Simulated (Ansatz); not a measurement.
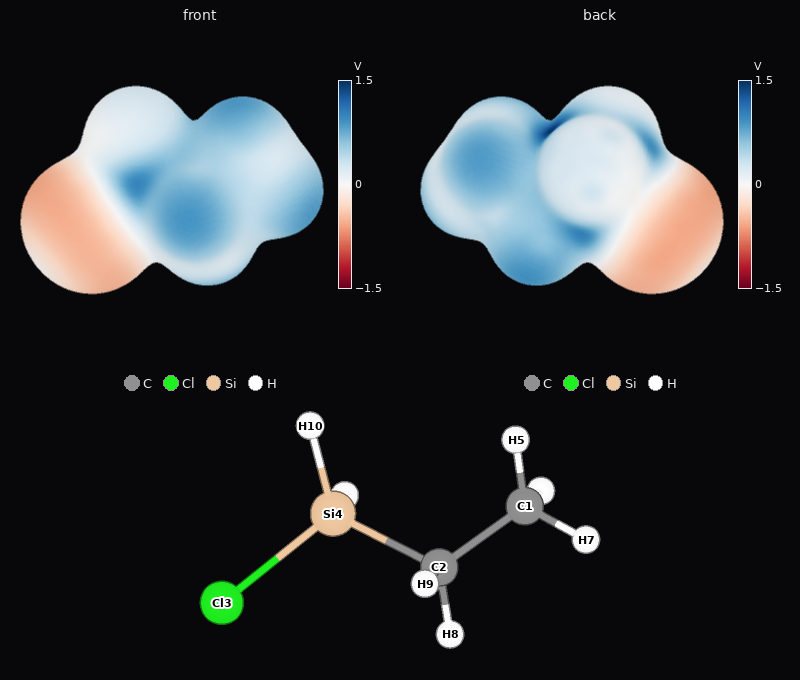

*C2H7ClSi (SMILES CC[SiH2]Cl). The electrostatic potential painted on the density surface at 0.002 e/bohr³, seen from the front and from behind; red is negative and blue positive. The bare structure is drawn below in the same view.*

Geometry: r2SCAN-D4/def2-SVP.

Theory: isolated molecule in a Gaussian basis; Kohn-Sham density functional theory, functional PBE0 in Ansatz 0.2.0.

```yaml
atoms:
  - { symbol: C, position_ang: [-0.4372, -0.0369, 1.5094] }
  - { symbol: C, position_ang: [-0.7718, 0.2335, 0.0386] }
  - { symbol: Cl, position_ang: [-1.3600, -0.8411, -2.9552] }
  - { symbol: Si, position_ang: [-0.9013, -1.3315, -0.9852] }
  - { symbol: H, position_ang: [0.5272, -0.5596, 1.6188] }
  - { symbol: H, position_ang: [-1.2060, -0.6605, 1.9944] }
  - { symbol: H, position_ang: [-0.3671, 0.9002, 2.0842] }
  - { symbol: H, position_ang: [-1.7272, 0.7802, -0.0541] }
  - { symbol: H, position_ang: [-0.0075, 0.8815, -0.4268] }
  - { symbol: H, position_ang: [0.3896, -2.0791, -0.9864] }
  - { symbol: H, position_ang: [-1.9820, -2.2210, -0.4695] }
```

Which sites attract a positive test charge, and which a negative one?

Answer. A positive charge is drawn to the negative regions and a negative charge to the positive ones. The most negative region (about −0.6 V) lies over Cl3, the most positive (about +1.2 V) over Si4.
